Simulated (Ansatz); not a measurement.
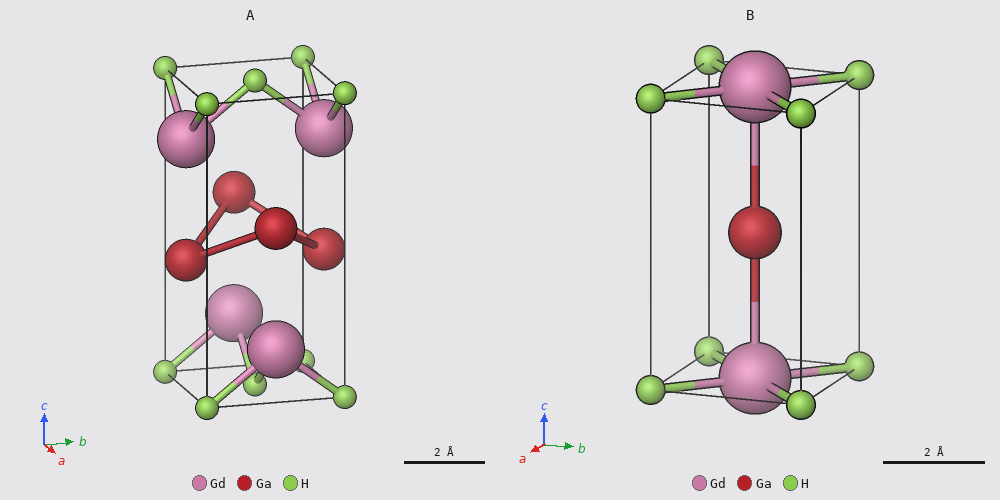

Two structures of GdGaH, each relaxed to rest (conventional cells in solid outline, small ones repeated, not to one scale). Method: DFT PBE, scalar-relativistic, plane waves, PAW in Ansatz 0.2.0, with collinear spins.

### What structure does each panel show?

A: PbFCl type, P4/nmm. B: 3 atoms a cell on a primitive tetragonal lattice, P4/mmm.

### Which of the two does the method prefer?

A is lower, by 487 meV/atom at this level of theory (energies at zero smearing). Volumes: A 17.3, B 20.7 Å³/atom.

One or both may be structure types tried for this composition rather than known phases.
